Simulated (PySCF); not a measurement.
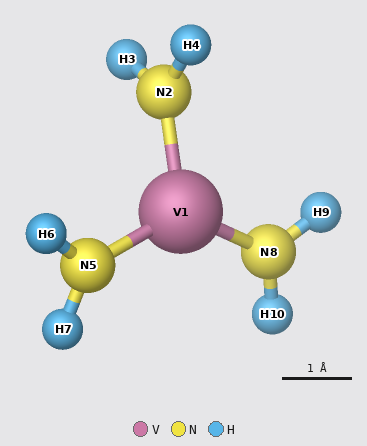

*The structure as given in the input (ball-and-stick view, seen at a tilt; atoms are numbered from 1 in the order of the input). Sticks mark near contacts.*

## Property calculation, with input and output: VN3H6

System: VN3H6 (V(NH2)3), multiplicity 3.
Method: CAM-B3LYP/def2-SVPD, UKS (PySCF 2.14.0).

The geometry comes from this level: GFN2-xTB.

Output:
```
WARN: HOMO -0.231758941679775 >= LUMO -0.247597960044172

converged SCF energy = -1111.64194895046  <S^2> = 2.0142601  2S+1 = 3.0094917
total energy: -1111.64194895 hartree
Dipole moment(X, Y, Z, Debye): -0.12886,  0.00036, -0.18080
 ** Mulliken pop       alpha | beta **
pop of  0 V 1s        0.99993 | 0.99992
pop of  0 V 2s        0.99949 | 0.99945
pop of  0 V 3s        1.00301 | 1.00169
pop of  0 V 4s        0.44300 | 0.05757
pop of  0 V 5s        0.04164 | -0.00041
pop of  0 V 2px       0.99906 | 0.99910
pop of  0 V 2py       0.99912 | 0.99914
pop of  0 V 2pz       0.99948 | 0.99951
pop of  0 V 3px       1.00451 | 1.00252
pop of  0 V 3py       1.00746 | 1.00550
pop of  0 V 3pz       0.99917 | 0.99992
pop of  0 V 4px      -0.00636 | -0.00655
pop of  0 V 4py       0.00766 | -0.00632
pop of  0 V 4pz       0.03639 | 0.01290
pop of  0 V 5px       0.01157 | 0.01232
pop of  0 V 5py       0.01892 | 0.01854
pop of  0 V 5pz       0.02432 | 0.02242
pop of  0 V 3dxy      0.16351 | 0.12465
pop of  0 V 3dyz      0.11357 | 0.07927
pop of  0 V 3dz^2     0.61020 | 0.04197
pop of  0 V 3dxz      0.73656 | 0.01424
pop of  0 V 3dx2-y2    0.19920 | 0.13990
pop of  0 V 4dxy      0.11121 | 0.09841
pop of  0 V 4dyz      0.08242 | 0.06517
pop of  0 V 4dz^2     0.20491 | 0.02700
pop of  0 V 4dxz      0.20827 | 0.01378
pop of  0 V 4dx2-y2    0.10470 | 0.09189
pop of  0 V 4f-3      0.00206 | 0.00204
pop of  0 V 4f-2      0.00054 | 0.00056
pop of  0 V 4f-1      0.00110 | 0.00119
pop of  0 V 4f+0      0.00074 | 0.00082
pop of  0 V 4f+1      0.00088 | 0.00096
pop of  0 V 4f+2      0.00100 | 0.00098
pop of  0 V 4f+3      0.00287 | 0.00295
pop of  1 N 1s        0.99315 | 0.99320
pop of  1 N 2s        0.49685 | 0.50414
pop of  1 N 3s        0.17440 | 0.18019
pop of  1 N 4s       -0.09193 | 0.02114
pop of  1 N 2px       0.40834 | 0.42377
pop of  1 N 2py       0.43278 | 0.45375
pop of  1 N 2pz       0.36547 | 0.37090
pop of  1 N 3px       0.22229 | 0.22797
pop of  1 N 3py       0.32486 | 0.33571
pop of  1 N 3pz       0.12690 | 0.13337
pop of  1 N 3dxy      0.00015 | 0.00012
pop of  1 N 3dyz      0.00003 | 0.00002
pop of  1 N 3dz^2     0.00085 | 0.00061
pop of  1 N 3dxz      0.00572 | 0.00234
pop of  1 N 3dx2-y2    0.00084 | 0.00074
pop of  1 N 4dxy      0.00158 | 0.00145
pop of  1 N 4dyz      0.00027 | 0.00014
pop of  1 N 4dz^2    -0.00458 | -0.00538
pop of  1 N 4dxz     -0.01059 | -0.01778
pop of  1 N 4dx2-y2   -0.00743 | -0.00372
pop of  2 H 1s        0.37992 | 0.36200
pop of  2 H 2s        0.13372 | 0.11522
pop of  2 H 2px       0.00652 | 0.00667
pop of  2 H 2py       0.00612 | 0.00629
pop of  2 H 2pz       0.00916 | 0.00920
pop of  2 H 3px       0.02906 | 0.02042
pop of  2 H 3py       0.03610 | 0.03671
pop of  2 H 3pz      -0.00950 | -0.00806
pop of  3 H 1s        0.37550 | 0.36198
pop of  3 H 2s        0.10794 | 0.09163
pop of  3 H 2px       0.00636 | 0.00647
pop of  3 H 2py       0.00623 | 0.00638
pop of  3 H 2pz       0.00911 | 0.00912
pop of  3 H 3px       0.02181 | 0.01748
pop of  3 H 3py       0.03645 | 0.03670
pop of  3 H 3pz      -0.01010 | -0.00848
pop of  4 N 1s        0.99312 | 0.99318
pop of  4 N 2s        0.49554 | 0.50278
pop of  4 N 3s        0.19425 | 0.19295
pop of  4 N 4s       -0.08445 | -0.00595
pop of  4 N 2px       0.38734 | 0.39613
pop of  4 N 2py       0.40899 | 0.42054
pop of  4 N 2pz       0.41639 | 0.43402
pop of  4 N 3px       0.17701 | 0.18078
pop of  4 N 3py       0.21351 | 0.21139
pop of  4 N 3pz       0.28099 | 0.29017
pop of  4 N 3dxy      0.00181 | 0.00143
pop of  4 N 3dyz      0.00089 | 0.00037
pop of  4 N 3dz^2     0.00072 | 0.00042
pop of  4 N 3dxz      0.00079 | 0.00068
pop of  4 N 3dx2-y2    0.00148 | 0.00125
pop of  4 N 4dxy     -0.01124 | -0.01139
pop of  4 N 4dyz      0.00040 | -0.00161
pop of  4 N 4dz^2    -0.00026 | -0.00209
pop of  4 N 4dxz     -0.00188 | -0.00352
pop of  4 N 4dx2-y2   -0.01148 | -0.01184
pop of  5 H 1s        0.36804 | 0.36586
pop of  5 H 2s        0.13318 | 0.12792
pop of  5 H 2px       0.00673 | 0.00684
pop of  5 H 2py       0.00921 | 0.00923
pop of  5 H 2pz       0.00651 | 0.00661
pop of  5 H 3px       0.00254 | 0.00325
pop of  5 H 3py       0.02537 | 0.02127
pop of  5 H 3pz       0.02945 | 0.02904
pop of  6 H 1s        0.37115 | 0.36700
pop of  6 H 2s        0.14986 | 0.14567
pop of  6 H 2px       0.01015 | 0.01018
pop of  6 H 2py       0.00487 | 0.00487
pop of  6 H 2pz       0.00733 | 0.00751
pop of  6 H 3px       0.01082 | 0.00875
pop of  6 H 3py       0.01459 | 0.01115
pop of  6 H 3pz       0.02825 | 0.02755
pop of  7 N 1s        0.99312 | 0.99318
pop of  7 N 2s        0.49560 | 0.50285
pop of  7 N 3s        0.19429 | 0.19286
pop of  7 N 4s       -0.08502 | -0.00730
pop of  7 N 2px       0.38630 | 0.39485
pop of  7 N 2py       0.40898 | 0.42048
pop of  7 N 2pz       0.41746 | 0.43575
pop of  7 N 3px       0.17289 | 0.17648
pop of  7 N 3py       0.21275 | 0.21059
pop of  7 N 3pz       0.28501 | 0.29450
pop of  7 N 3dxy      0.00183 | 0.00145
pop of  7 N 3dyz      0.00081 | 0.00033
pop of  7 N 3dz^2     0.00076 | 0.00045
pop of  7 N 3dxz      0.00076 | 0.00066
pop of  7 N 3dx2-y2    0.00154 | 0.00130
pop of  7 N 4dxy     -0.01151 | -0.01159
pop of  7 N 4dyz      0.00079 | -0.00120
pop of  7 N 4dz^2    -0.00035 | -0.00219
pop of  7 N 4dxz     -0.00168 | -0.00335
pop of  7 N 4dx2-y2   -0.01196 | -0.01235
pop of  8 H 1s        0.36814 | 0.36607
pop of  8 H 2s        0.13361 | 0.12864
pop of  8 H 2px       0.00674 | 0.00684
pop of  8 H 2py       0.00928 | 0.00929
pop of  8 H 2pz       0.00645 | 0.00656
pop of  8 H 3px       0.00159 | 0.00228
pop of  8 H 3py       0.02525 | 0.02117
pop of  8 H 3pz       0.03057 | 0.03014
pop of  9 H 1s        0.37138 | 0.36727
pop of  9 H 2s        0.15058 | 0.14643
pop of  9 H 2px       0.01026 | 0.01030
pop of  9 H 2py       0.00486 | 0.00485
pop of  9 H 2pz       0.00724 | 0.00743
pop of  9 H 3px       0.01009 | 0.00792
pop of  9 H 3py       0.01412 | 0.01090
pop of  9 H 3pz       0.02904 | 0.02841
In total            26.00000 | 24.00000
 ** Mulliken atomic charges   ( Nelec_alpha | Nelec_beta ) **
charge of  0V =      1.04489  (    12.13210      9.82302 )
charge of  1N =     -0.06261  (     3.43996      3.62265 )
charge of  2H =     -0.13954  (     0.59111      0.54844 )
charge of  3H =     -0.07457  (     0.55329      0.52128 )
charge of  4N =     -0.05361  (     3.46392      3.58969 )
charge of  5H =     -0.15104  (     0.58104      0.57000 )
charge of  6H =     -0.17970  (     0.59702      0.58268 )
charge of  7N =     -0.05009  (     3.46236      3.58773 )
charge of  8H =     -0.15263  (     0.58164      0.57100 )
charge of  9H =     -0.18108  (     0.59757      0.58351 )
Traceless quadrupole moment (Debye*A):
```

The run was set up as follows.

Input file (calc.py):
```python
from pyscf import gto, dft

mol = gto.M(
    atom='''
V     -0.331496     0.000113     0.350979
N      3.021634    -0.012831     0.272669
H      4.144037    -0.020447    -1.292062
H      4.131508    -0.004913     1.849777
N     -1.577260     3.075869    -0.068408
H     -0.646853     4.686011     0.425434
H     -3.211155     3.564742    -0.965140
N     -1.603508    -3.065476    -0.053801
H     -0.667376    -4.684140     0.395671
H     -3.259532    -3.538928    -0.915119
''',
    unit='bohr',
    spin=2,
    max_memory=1860,
    verbose=3,
    basis='def2-svpd',
    charge=0,
)

calc0 = dft.UKS(mol, xc='cam-b3lyp')
calc0.conv_tol = 1e-10
calc0.grids.level = 4
calc0.kernel()
if not calc0.converged:
    calc0 = calc0.newton().run(calc0.mo_coeff, calc0.mo_occ)

etot = calc0.e_tot
print(f'total energy: {etot:.8f} hartree')
dip = calc0.dip_moment()
pop, q = calc0.mulliken_pop()
quad = calc0.quad_moment()
```

Launched with:
```bash
OMP_NUM_THREADS=1 python calc.py
```

Results in brief:

| quantity | value |
| --- | --- |
| outcome | converged |
| total energy | −1111.641949 hartree |
| basis functions | 142 |
| ⟨S²⟩ | 2.014 |
| dipole moment | 0.22 D |
| hardware | 1 thread of Arm Neoverse V2, 24 GiB of memory available, shared host |
| wall time | 2.5 min |
| peak memory | 0.94 GiB |
